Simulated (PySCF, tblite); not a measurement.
# C₃H₆O₃SSi: geometry, infrared bands and NMR shifts

What infrared bands and NMR shifts should C₃H₆O₃SSi (`C=C1[SiH2][C@@H]1S(=O)(=O)O`) show?

Computed with tblite 0.8.0 and PySCF 2.14.0, with density-fitted response routines of our own, on a single molecule in the gas phase. Atoms are numbered from 0 throughout.

**1. Starting geometry**

14 atoms, charge 0, multiplicity 1; geometry from: force field or distance geometry start.

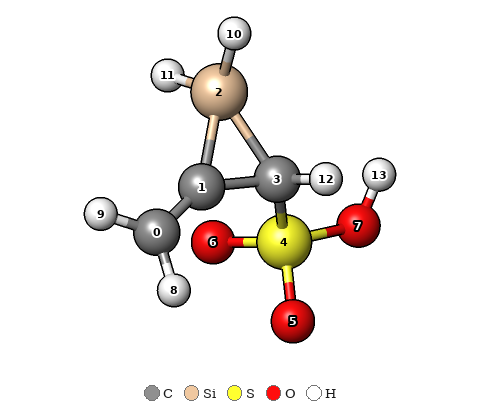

The starting geometry (carbon grey, silicon light orange, sulfur yellow, oxygen red, hydrogen white), atoms numbered; sticks join atoms by distance.

**2. Relaxing the molecule with GFN2-xTB**

What the job is given:

```
{"job": {"kind": "relax", "xc": "GFN2-xTB", "basis": "xTB"}, "charge": 0, "multiplicity": 1}
C     -2.292600    -0.206800     0.492900
C     -1.102000     0.349500     0.472500
Si    -0.028100     1.779800    -0.003400
C      0.351800     0.206700     0.864400
S      1.111100    -1.164200     0.075900
O      0.562100    -2.414900     0.696500
O      0.787100    -1.235100    -1.400800
O      2.780400    -1.219300     0.222200
H     -2.440900    -1.179700     0.950800
H     -3.186300     0.278600     0.063100
H     -0.297800     2.968700     0.817800
H      0.121700     1.911000    -1.446000
H      0.488400     0.281800     1.965900
H      3.144400    -0.356600     0.486100
```

Started as:

```
OMP_NUM_THREADS=1 python probes_run.py task.json out
```

One launch serves the whole session: the jobs run in the order shown.

The log of the run:

```text
step      E/eV     max force
  0    -721.94215    6.407
  1    -722.47889    1.840
  2    -722.56947    0.949
  3    -722.69169    1.001
  4    -722.74570    1.007
  5    -722.78162    0.545
  6    -722.81341    0.481
  7    -722.83716    0.613
  8    -722.86342    0.576
  9    -722.88699    0.476
 10    -722.91217    0.485
 11    -722.94011    0.685
 12    -722.96339    0.577
 13    -722.99181    0.503
 14    -723.01999    0.419
 15    -723.04496    0.476
 16    -723.05728    0.792
 17    -723.07113    0.406
 18    -723.08040    0.307
 19    -723.09430    0.246
 20    -723.10287    0.265
 21    -723.11264    0.291
 22    -723.11917    0.211
 23    -723.12572    0.216
 24    -723.13196    0.229
 25    -723.13692    0.227
 26    -723.14062    0.216
 27    -723.14414    0.219
 28    -723.15009    0.242
 29    -723.15538    0.252
 30    -723.16043    0.245
 31    -723.16422    0.180
 32    -723.16725    0.148
 33    -723.17008    0.146
 34    -723.17259    0.123
 35    -723.17441    0.114
 36    -723.17514    0.283
 37    -723.17690    0.092
 38    -723.17821    0.107
 39    -723.18034    0.133
 40    -723.18217    0.150
 41    -723.18401    0.149
 42    -723.18588    0.106
 43    -723.18741    0.098
 44    -723.18855    0.100
 45    -723.18955    0.088
 46    -723.19029    0.068
 47    -723.19081    0.108
 48    -723.19132    0.060
 49    -723.19194    0.072
 50    -723.19278    0.098
 51    -723.19354    0.117
 52    -723.19450    0.118
 53    -723.19523    0.091
 54    -723.19567    0.065
 55    -723.19590    0.040
 56    -723.19609    0.092
 57    -723.19635    0.055
 58    -723.19666    0.050
 59    -723.19727    0.071
 60    -723.19756    0.058
 61    -723.19840    0.067
 62    -723.19919    0.049
 63    -723.19950    0.102
 64    -723.19969    0.034
 65    -723.19991    0.049
 66    -723.20009    0.087
 67    -723.20023    0.093
 68    -723.20045    0.083
 69    -723.20071    0.067
 70    -723.20102    0.052
 71    -723.20131    0.037
 72    -723.20152    0.088
 73    -723.20174    0.098
 74    -723.20207    0.062
 75    -723.20253    0.054
 76    -723.20294    0.068
 77    -723.20333    0.051
 78    -723.20363    0.051
 79    -723.20429    0.068
 80    -723.20531    0.113
 81    -723.16663    1.679
 82    -723.20626    0.065
 83    -723.20681    0.061
 84    -723.20825    0.085
 85    -723.20855    0.060
 86    -723.20987    0.156
 87    -723.21054    0.053
 88    -723.21120    0.147
 89    -723.21190    0.070
 90    -723.21206    0.082
 91    -723.21225    0.052
 92    -723.21255    0.082
 93    -723.21304    0.058
 94    -723.21356    0.095
 95    -723.21400    0.048
 96    -723.21435    0.102
 97    -723.21479    0.082
 98    -723.21519    0.067
 99    -723.21539    0.063
100    -723.21592    0.072
101    -723.21664    0.062
102    -723.21756    0.171
103    -723.21822    0.189
104    -723.21708    0.470
105    -723.22006    0.083
106    -723.22076    0.060
107    -723.22192    0.051
108    -723.22140    0.429
109    -723.22338    0.054
110    -723.22376    0.055
111    -723.22424    0.182
112    -723.22475    0.060
113    -723.22556    0.053
114    -723.22856    0.164
115    -723.22196    0.838
116    -723.23036    0.186
117    -723.23118    0.095
118    -723.23168    0.219
119    -723.23209    0.040
120    -723.23225    0.047
121    -723.23276    0.094
122    -723.23289    0.038
123    -723.23296    0.018
124    -723.23302    0.019
125    -723.23312    0.021
126    -723.23330    0.029
127    -723.23350    0.029
128    -723.23373    0.032
129    -723.23391    0.023
130    -723.23403    0.020
131    -723.23409    0.015
132    -723.23412    0.025
133    -723.23415    0.013
134    -723.23420    0.016
135    -723.23427    0.015
136    -723.23434    0.026
137    -723.23440    0.033
138    -723.23444    0.030
139    -723.23447    0.021
140    -723.23449    0.012
141    -723.23450    0.006
```

It took 1.1 s on 1 thread of Arm Neoverse V1, shared host; peak memory 0.18 GiB.

Relaxation path: (not every step is listed)

```
step  energy from step 0 (eV)  largest force (eV/Å)
   0                   0.0000                6.4066
   1                  -0.5367                1.8402
   2                  -0.6273                0.9494
   3                  -0.7495                1.0010
   4                  -0.8036                1.0070
   5                  -0.8395                0.5454
   6                  -0.8713                0.4806
   7                  -0.8950                0.6132
   8                  -0.9213                0.5762
  20                  -1.1607                0.2650
  32                  -1.2251                0.1479
  44                  -1.2464                0.1004
  56                  -1.2539                0.0915
  68                  -1.2583                0.0831
  80                  -1.2632                0.1126
  92                  -1.2704                0.0817
 104                  -1.2749                0.4703
 116                  -1.2882                0.1858
 128                  -1.2916                0.0319
 136                  -1.2922                0.0260
 137                  -1.2923                0.0330
 138                  -1.2923                0.0303
 139                  -1.2923                0.0206
 140                  -1.2923                0.0117
 141                  -1.2924                0.0060
```

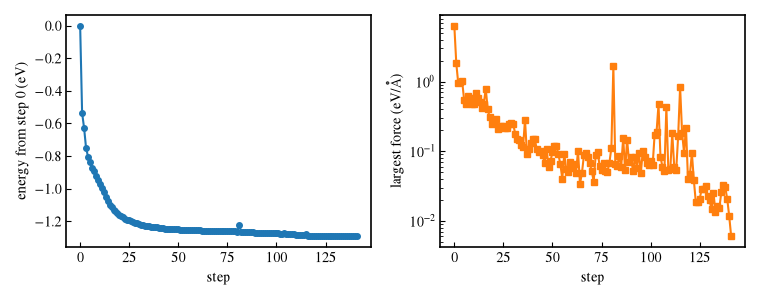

Energy and largest force along the relaxation.

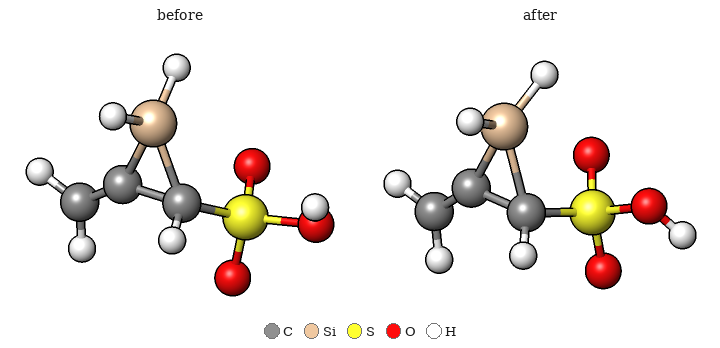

The geometry before (left) and after (right).

Close pairs (by a distance rule), those that changed most:

```
   bond  before (Å)  after (Å)  change (Å)
  S4–O6       1.513      1.432      -0.082
 Si2–C3       1.836      1.907      +0.070
  S4–O5       1.500      1.433      -0.068
  S4–O7       1.677      1.632      -0.045
 C3–H12       1.112      1.078      -0.035
  C0–H9       1.104      1.078      -0.026
 O7–H13       0.973      0.959      -0.014
Si2–H11       1.456      1.443      -0.013
```

The final coordinates are the input of the step that follows.

**3. Vibrational analysis with GFN2-xTB**

What the job is given:

```
{"job": {"kind": "ir", "xc": "GFN2-xTB", "basis": "xTB"}, "charge": 0, "multiplicity": 1}
C     -2.303192    -0.335013     0.517667
C     -1.200203     0.379768     0.473812
Si    -0.095712     1.779274    -0.042299
C      0.192395     0.216338     1.011259
S      1.013217    -0.951046    -0.002041
O      0.933757    -2.301727     0.468932
O      0.662606    -0.684219    -1.364197
O      2.562828    -0.489043     0.216462
H     -2.349316    -1.268087     1.060898
H     -3.204040    -0.023521     0.014640
H     -0.211938     2.948053     0.824186
H      0.502834     1.944766    -1.344939
H      0.377835     0.040250     2.058230
H      3.118251    -1.256266     0.365249
```

The log of the run:

```text
mode    cm-1     km/mol
  1      31.9      1.33
  2      78.3      1.43
  3     122.7     30.57
  4     138.4     85.04
  5     218.3      7.66
  6     238.3      5.29
  7     287.2      9.31
  8     344.7      0.46
  9     392.2     26.89
 10     409.7     29.73
 11     447.0     73.43
 12     493.0    186.70
 13     512.8      3.47
 14     542.6    149.12
 15     617.8     42.37
 16     637.9     22.19
 17     702.7    122.65
 18     708.3    196.46
 19     749.1    255.01
 20     812.5    171.97
 21     876.9    109.64
 22     898.4     21.00
 23     903.7     33.89
 24     964.6     24.52
 25    1054.7     25.84
 26    1082.8     65.25
 27    1125.7    345.53
 28    1264.3    513.37
 29    1402.3      0.86
 30    1754.2      6.32
 31    2298.0    290.99
 32    2442.3    195.32
 33    3056.0     11.84
 34    3057.4     20.73
 35    3101.8     16.08
 36    3605.0     53.57
```

Run time: 0.52 s. Hardware: 1 thread of Arm Neoverse V1, shared host; peak memory 0.18 GiB.

Which atoms move in the most intense modes:

| cm⁻¹ | km/mol | atoms |
| --- | --- | --- |
| 493 | 186.7 | H11 15 %, C1 14 %, C3 13 %, S4 13 % |
| 708 | 196.5 | O7 24 %, H11 21 %, H10 19 %, S4 19 % |
| 749 | 255.0 | Si2 28 %, H10 19 %, H11 18 % |
| 812 | 172.0 | C3 44 %, H12 14 %, S4 13 % |
| 1126 | 345.5 | O6 37 %, O5 30 %, S4 27 % |
| 1264 | 513.4 | S4 45 %, O5 29 %, O6 26 % |
| 2298 | 291.0 | H10 97 % |
| 2442 | 195.3 | H11 97 % |

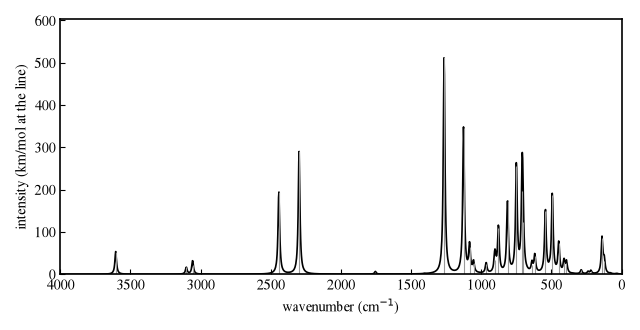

The infrared spectrum from these modes, unscaled. Lines are broadened to a width of 14 cm⁻¹ (Lorentzian).

**4. NMR shieldings: PBE0/pcSseg-1**

The job, as its differences from that of step 3:

```diff
@@ -1,2 +1,2 @@
-{"job": {"kind": "ir", "xc": "GFN2-xTB", "basis": "xTB"}, "charge": 0, "multiplicity": 1}
+{"job": {"kind": "nmr", "xc": "PBE0", "basis": "pcSseg-1"}, "charge": 0, "multiplicity": 1}
 C     -2.303192    -0.335013     0.517667
```

Level: GIAO PBE0/pcSseg-1 NMR shielding, non-relativistic, gas phase.

The log of the run:

```text
coarse grid: 13488 points
cycle   1  E = -1030.0866344740  dE =  2.100e+00  |g| = 1.228e+00  |ddm| = 3.866e+00
cycle   2  E = -1029.5960681723  dE =  4.906e-01  |g| = 2.061e+00  |ddm| = 2.505e+00
cycle   3  E = -1030.3438568329  dE = -7.478e-01  |g| = 2.695e-01  |ddm| = 1.765e+00
cycle   4  E = -1030.3575699095  dE = -1.371e-02  |g| = 8.803e-02  |ddm| = 2.976e-01
cycle   5  E = -1030.3589651819  dE = -1.395e-03  |g| = 2.565e-02  |ddm| = 7.234e-02
cycle   6  E = -1030.3591079466  dE = -1.428e-04  |g| = 7.546e-03  |ddm| = 2.407e-02
cycle   7  E = -1030.3591213520  dE = -1.341e-05  |g| = 2.300e-03  |ddm| = 7.716e-03
cycle   8  E = -1030.3591224639  dE = -1.112e-06  |g| = 6.321e-04  |ddm| = 2.601e-03
final grid: 123152 points
cycle   9  E = -1030.4392409738  dE = -2.299e-05  |g| = 1.073e-02  |ddm| = 2.737e-02
cycle  10  E = -1030.4392097453  dE =  3.123e-05  |g| = 1.596e-02  |ddm| = 2.345e-02
cycle  11  E = -1030.4392640815  dE = -5.434e-05  |g| = 2.142e-03  |ddm| = 1.516e-02
cycle  12  E = -1030.4392650743  dE = -9.928e-07  |g| = 4.382e-04  |ddm| = 2.166e-03
cycle  13  E = -1030.4392651165  dE = -4.222e-08  |g| = 1.342e-04  |ddm| = 4.727e-04
cycle  14  E = -1030.4392651203  dE = -3.818e-09  |g| = 3.352e-05  |ddm| = 1.511e-04
cycle  15  E = -1030.4392651205  dE = -2.249e-10  |g| = 1.128e-05  |ddm| = 4.076e-05
converged SCF energy = -1030.4392651205

GIAO shielding tensors (ppm)
atom      isotropic    diamagn.    paramagn.     s11        s22        s33       span
  0 C       46.204     254.985    -208.781    -68.012     43.580    163.043    231.055
  1 C       47.781     264.073    -216.293    -50.466      7.769    186.039    236.505
  2 Si     480.858     880.929    -400.072    362.789    420.507    659.278    296.489
  3 C      146.130     263.976    -117.847    107.473    119.205    211.711    104.238
  4 S      174.161    1051.511    -877.349     52.437    155.835    314.212    261.774
  5 O       97.558     399.847    -302.289     60.688     99.700    132.286     71.598
  6 O       97.961     403.354    -305.394     75.717     79.303    138.862     63.144
  7 O      124.454     392.920    -268.466     33.862     52.068    287.432    253.570
  8 H       24.560      30.929      -6.368     20.943     23.347     29.391      8.448
  9 H       24.849      29.176      -4.327     22.251     23.609     28.688      6.437
 10 H       28.065      29.151      -1.086     23.630     24.968     35.596     11.966
 11 H       27.658      29.385      -1.727     22.516     27.200     33.257     10.741
 12 H       28.399      32.874      -4.475     24.169     25.936     35.094     10.926
 13 H       27.163      29.649      -2.486     22.235     22.484     36.770     14.536
```

Wall time 25 s (1 thread of Arm Neoverse V1, shared host); peak memory 0.82 GiB.

Shifts follow as δ = σ(reference) − σ, with reference shieldings (ppm) from runs at the same level and on the same kind of geometry: ¹H TMS 31.72, ¹³C TMS 186.9, ²⁹Si TMS 349.2, ¹⁷O H2O 336.1, ³³S CS2 504. The references are single molecules in the gas phase, so shifts against H2O, NH3, PH3, H3PO4 or CFCl3 are not on the usual liquid scales and can be off by tens of ppm.

```csv
atoms,environment,σ (ppm),δ (ppm),δ scaled to CDCl3
C0,terminal =CH2 carbon,46.2,140.7,135.4
C1,fully substituted alkene carbon,47.8,139.1,133.9
C3,three-membered-ring carbon,146.1,40.8,33.5
H8,hydrogen on a terminal =CH2 carbon,24.56,7.16,6.85
H9,hydrogen on a terminal =CH2 carbon,24.85,6.87,6.58
H13,hydrogen on an oxygen bonded to S,27.16,4.55,–
H11,"hydrogen on a silicon bonded to 2 C, in a 3-membered ring",27.66,4.06,–
H10,"hydrogen on a silicon bonded to 2 C, in a 3-membered ring",28.06,3.65,–
H12,hydrogen on a three-membered-ring carbon,28.40,3.32,3.23
Si2,"silicon bonded to 2 C, 2 H, in a 3-membered ring",480.9,-131.7,–
S4,sulfonyl sulfur,174,330,–
O5,S=O oxygen,97.6,238.5,–
O6,S=O oxygen,98.0,238.1,–
O7,"oxygen bonded to S, H",124.5,211.6,–
```

The scaled column applies a straight-line fit of computed shieldings to shifts measured in CDCl3, with any fitted terms for Cl, Br or S neighbours (root-mean-square error 0.16 ppm for H, 1.9 ppm for C).

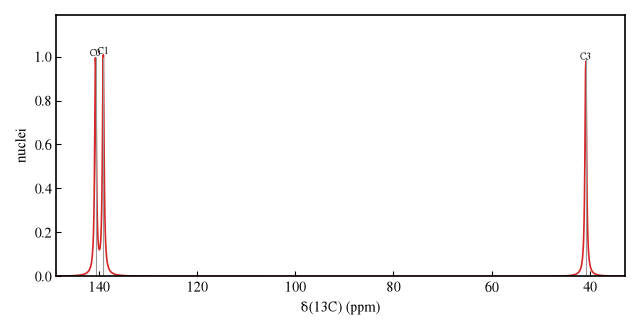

¹³C lines at the computed shifts, without couplings. Lines are broadened to a width of 0.40 ppm (Lorentzian).

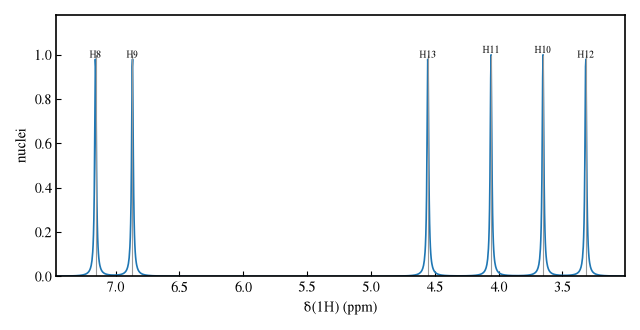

¹H lines at the computed shifts, without couplings. Lines are broadened to a width of 0.02 ppm (Lorentzian).

The run also stored atomic charges by several schemes (e):

```
atoms  Mulliken    IAO  Hirshfeld  ESP fit
   C0     -0.02  -0.26      -0.07    -0.35
   C1     -0.43  -0.25      -0.10    -0.05
  Si2      0.65   0.70       0.33     0.31
   C3     -0.54  -0.61      -0.14    -0.43
   S4      1.23   2.16       0.55     1.13
   O5     -0.52  -0.87      -0.32    -0.53
   O6     -0.52  -0.87      -0.29    -0.50
   O7     -0.47  -0.74      -0.22    -0.63
```

Hirshfeld charges:

C0 -0.07; C1 -0.10; Si2 0.33; C3 -0.14; S4 0.55; O5 -0.32; O6 -0.29; O7 -0.22; H8 0.06; H9 0.06; H10 -0.06; H11 -0.04; H12 0.06; H13 0.18

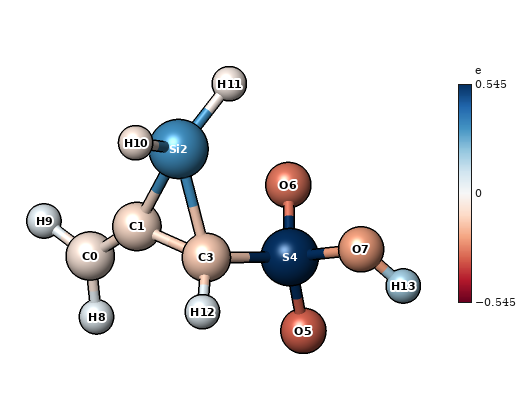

Hirshfeld charges, as colours on the atoms.

Mayer bond orders: C0–C1 1.95, C1–Si2 0.92, Si2–C3 0.79, C3–S4 0.94, S4–O5 1.78, S4–O6 1.74, S4–O7 0.93, C3–C1 0.83.

Ring of atoms C1, Si2, C3: NICS(0) -14.2, NICS(1) -7.1, NICS(1)zz -16.4 ppm (means of both faces).

In rings of three or four atoms NICS is ruled by the nearby σ bonds, so it says little on aromaticity.

**5. Results**

```
                                 quantity                                   value
strongest single infrared mode (GFN2-xTB)                   1264 cm⁻¹, 513 km/mol
             zero-point energy (GFN2-xTB)                           53.4 kcal/mol
   ¹³C shifts against TMS (PBE0/pcSseg-1)                  140.7, 139.1, 40.8 ppm
    ¹H shifts against TMS (PBE0/pcSseg-1)  7.16, 6.87, 4.55, 4.06, 3.65, 3.32 ppm
  ²⁹Si shifts against TMS (PBE0/pcSseg-1)                              -131.7 ppm
   ³³S shifts against CS2 (PBE0/pcSseg-1)                                 330 ppm
   ¹⁷O shifts against H2O (PBE0/pcSseg-1)                 238.5, 238.1, 211.6 ppm
```

The optimisation took 141 steps and gained 1.292 eV; among the close pairs (by a distance rule), S4–O6 changed most, from 1.513 to 1.432 Å. All 36 modes are real, so the xTB geometry is a minimum. The strongest single mode, at 1264 cm⁻¹, has its largest shares on S4, O5 and O6 (the list is cut at 3 atoms). Unscaled tight-binding wavenumbers are off by several per cent, some by more. Its intensities can rank the bands wrongly. The most deshielded carbon is C0 (terminal =CH2 carbon), at 140.7 ppm: the olefinic region. At PBE0/pcSseg-1: Shielding is most anisotropic at Si2 (span 296 ppm, paramagnetic term -400 ppm).
